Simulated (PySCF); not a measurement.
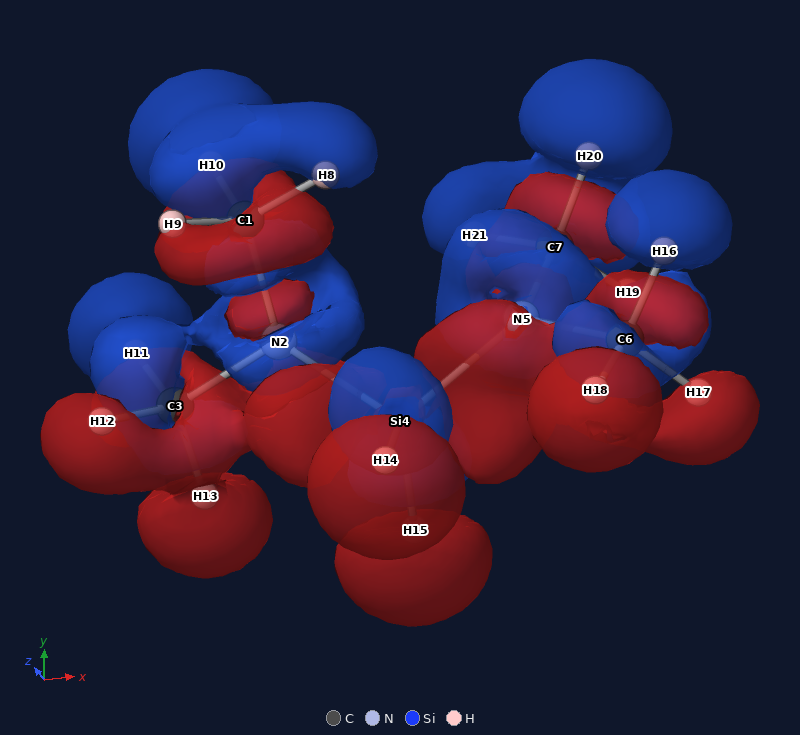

C4H14N2Si, SMILES `CN(C)[SiH2]N(C)C`. Change of the electron density in a uniform field of 0.51 V/Å, surfaces at ±0.003 e/Å³ (blue: gain, red: loss).

PySCF calculation, PBE0/6-31+G*, gas phase; geometry: GFN2-xTB. No frequency check shows the geometry to be a minimum. The basis has diffuse s and p functions alone, which still leaves polarisabilities too small, most of all across bonds.

The field was applied in both directions; the picture shows the one opposite to the script's first.

### Along which Cartesian direction does the field point?

Along −y: electrons gather on the +y side, against the field.

### What dipole is induced, and what polarisability does it imply?

The induced dipole is 2.15 D (along the field); α along this axis, from the fields in both directions, is 85 bohr³ (12.6 Å³).
